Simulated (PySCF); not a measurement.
# C$_{2}$H$_{6}$OSSi: one change and its effect

System: C$_{2}$H$_{6}$OSSi.
Method of run 1: TDDFT PBE0/6-31G*, vertical, gas phase, core orbitals frozen in the response (PySCF 2.14.0).

The geometry comes from this level: PBE0-D3(BJ)/def2-SVP. Text and figures count atoms from 1; the logs count them from 0 in places.

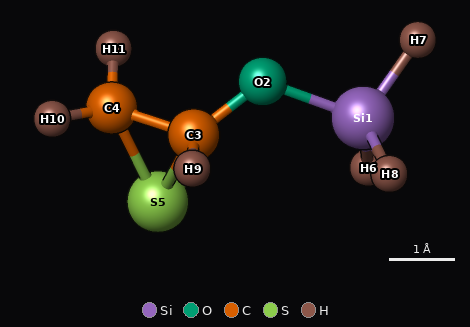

**Figure 1.** The structure as given in the input (ball-and-stick view, seen at a tilt; atoms are numbered from 1 in the order of the input).

**The input, run 1**
```
{"job": {"kind": "uv", "xc": "PBE0", "basis": "6-31G*"}, "charge": 0, "multiplicity": 1}
Si     2.028832     0.152502    -0.358424
O      0.443089     0.015241     0.186259
C     -0.456509    -0.859663    -0.357150
C     -1.853796    -0.413005    -0.471024
S     -1.029840    -0.609177    -2.078457
H      2.057667     0.606826    -1.777438
H      2.667700     1.150062     0.538317
H      2.718618    -1.169558    -0.244680
H     -0.266507    -1.915059    -0.114407
H     -2.659253    -1.122820    -0.254791
H     -2.046534     0.620723    -0.165720
```

The first line tells a small driver script what to run in PySCF; the rest is the geometry in Å.

Launched with:
```bash
OMP_NUM_THREADS=1 python <driver script> task.json out
```

Hardware: 1 CPU thread, shared host.

**Output (run 1)**
```
coarse grid: 10232 points
cycle   1  E = -842.2366187800  dE =  5.733e-01  |g| = 5.934e-01  |ddm| = 3.149e+00
cycle   2  E = -842.1444839111  dE =  9.213e-02  |g| = 9.217e-01  |ddm| = 1.239e+00
cycle   3  E = -842.3058997279  dE = -1.614e-01  |g| = 7.597e-02  |ddm| = 7.940e-01
cycle   4  E = -842.3070705212  dE = -1.171e-03  |g| = 3.843e-02  |ddm| = 1.477e-01
cycle   5  E = -842.3074729369  dE = -4.024e-04  |g| = 1.225e-02  |ddm| = 5.749e-02
cycle   6  E = -842.3075103739  dE = -3.744e-05  |g| = 2.158e-03  |ddm| = 1.363e-02
cycle   7  E = -842.3075115262  dE = -1.152e-06  |g| = 6.682e-04  |ddm| = 3.281e-03
final grid: 89528 points
cycle   8  E = -842.2457238080  dE = -1.821e-06  |g| = 9.349e-03  |ddm| = 1.858e-02
cycle   9  E = -842.2456941321  dE =  2.968e-05  |g| = 1.428e-02  |ddm| = 2.258e-02
cycle  10  E = -842.2457451511  dE = -5.102e-05  |g| = 6.034e-04  |ddm| = 1.454e-02
cycle  11  E = -842.2457452421  dE = -9.096e-08  |g| = 2.349e-04  |ddm| = 9.724e-04
cycle  12  E = -842.2457452538  dE = -1.172e-08  |g| = 4.130e-05  |ddm| = 2.414e-04
cycle  13  E = -842.2457452542  dE = -3.586e-10  |g| = 1.533e-05  |ddm| = 6.429e-05
converged SCF energy = -842.2457452542

Static polarisability (au): isotropic 58.678, principal 48.361 58.248 69.426

Singlet excitations
state   eV       nm        f      main configurations
  1   5.1308    241.6   0.00013   H->L 0.80, H->L+1 0.20
  2   6.1637    201.2   0.01481   H->L+1 0.77, H->L 0.19
  3   7.0208    176.6   0.00560   H->L+2 0.71, H-1->L 0.19
  4   7.1157    174.2   0.02427   H-1->L 0.49, H->L+2 0.22, H-1->L+1 0.20
  5   7.3674    168.3   0.08230   H-1->L+1 0.66, H-1->L 0.21
  6   7.5049    165.2   0.02858   H-2->L 0.93
  7   7.7663    159.6   0.01320   H-2->L+1 0.84
  8   7.8158    158.6   0.00655   H->L+3 0.48, H->L+4 0.43
  9   7.9375    156.2   0.00903   H->L+4 0.47, H->L+3 0.46
 10   8.3638    148.2   0.11333   H-1->L+2 0.78

Triplet excitations (Tamm-Dancoff, eV): 4.6310 5.8265 5.8437 6.1301
```

The input of run 2 differs as follows (lines with − go, lines with + come):
```diff
-"basis": "6-31G*"
+"basis": "def2-SVP"
```

What does this change do to the results?

The total energy of run 2 is 181.7 kcal/mol higher, which measures the change of basis and not a stability. The LUMO goes from 0.33 to 0.39 eV. The dipole moment goes from 1.42 to 1.22 D. The lowest excitation goes from 5.13 to 5.21 eV. The strongest computed line goes from 8.36 to 7.62 eV. The number of SCF iterations is the same. The basis functions go from 90 to 108.

**Output (run 2)**
```
coarse grid: 10232 points
cycle   1  E = -841.7887994715  dE =  5.355e-01  |g| = 5.908e-01  |ddm| = 3.419e+00
cycle   2  E = -841.6960273817  dE =  9.277e-02  |g| = 9.203e-01  |ddm| = 1.389e+00
cycle   3  E = -841.8563694329  dE = -1.603e-01  |g| = 7.511e-02  |ddm| = 8.971e-01
cycle   4  E = -841.8574048034  dE = -1.035e-03  |g| = 4.004e-02  |ddm| = 1.537e-01
cycle   5  E = -841.8578291998  dE = -4.244e-04  |g| = 1.186e-02  |ddm| = 6.169e-02
cycle   6  E = -841.8578642864  dE = -3.509e-05  |g| = 2.179e-03  |ddm| = 1.337e-02
cycle   7  E = -841.8578653885  dE = -1.102e-06  |g| = 7.733e-04  |ddm| = 3.507e-03
final grid: 89528 points
cycle   8  E = -841.9560991040  dE = -6.025e-06  |g| = 9.453e-03  |ddm| = 2.335e-02
cycle   9  E = -841.9560709153  dE =  2.819e-05  |g| = 1.432e-02  |ddm| = 2.267e-02
cycle  10  E = -841.9561196791  dE = -4.876e-05  |g| = 5.622e-04  |ddm| = 1.462e-02
cycle  11  E = -841.9561197614  dE = -8.236e-08  |g| = 1.985e-04  |ddm| = 9.300e-04
cycle  12  E = -841.9561197697  dE = -8.264e-09  |g| = 5.453e-05  |ddm| = 2.439e-04
cycle  13  E = -841.9561197704  dE = -6.603e-10  |g| = 1.477e-05  |ddm| = 8.346e-05
converged SCF energy = -841.9561197704

Static polarisability (au): isotropic 60.433, principal 50.801 59.737 70.762

Singlet excitations
state   eV       nm        f      main configurations
  1   5.2142    237.8   0.00032   H->L 0.83, H->L+1 0.17
  2   6.3154    196.3   0.01310   H->L+1 0.80, H->L 0.16
  3   7.1861    172.5   0.00742   H->L+2 0.59, H-1->L 0.18
  4   7.2613    170.7   0.03810   H-1->L 0.55, H->L+2 0.23, H-1->L+1 0.12
  5   7.5336    164.6   0.02427   H-1->L+1 0.52, H->L+3 0.26
  6   7.6171    162.8   0.05094   H-2->L 0.48, H->L+3 0.23
  7   7.6665    161.7   0.01678   H-2->L 0.39, H->L+3 0.32, H-1->L+1 0.14
  8   7.6878    161.3   0.01307   H->L+4 0.80
  9   7.9988    155.0   0.01229   H-2->L+1 0.87
 10   8.1954    151.3   0.00417   H->L+6 0.39, H->L+5 0.32, H->L+7 0.13

Triplet excitations (Tamm-Dancoff, eV): 4.6752 5.9395 6.0144 6.3205
```

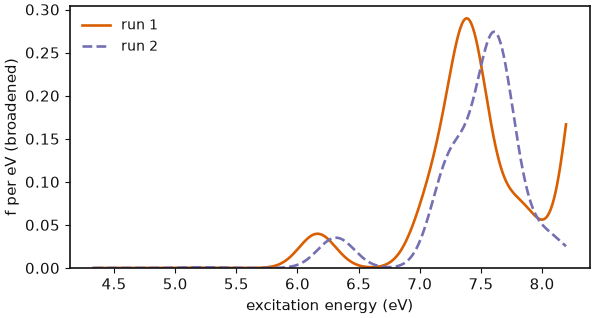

**Figure 2.** Absorption of the two runs from their computed states, each broadened by a Gaussian of 0.35 eV full width; the range ends where the shorter list of states ends.

**The two runs side by side**

| quantity | run 1 | run 2 |
| --- | --- | --- |
| outcome | converged | converged |
| total energy (hartree) | −842.245745 | −841.956120 |
| HOMO (eV) | −6.61 | −6.64 |
| LUMO (eV) | 0.33 | 0.39 |
| dipole moment (D) | 1.42 | 1.22 |
| lowest excitation (eV) | 5.13 | 5.21 |
| SCF iterations | 13 | 13 |
| strongest computed line (eV) | 8.36 | 7.62 |
| basis functions | 90 | 108 |
| wall time (shared host) | 6.9 s | 8.1 s |
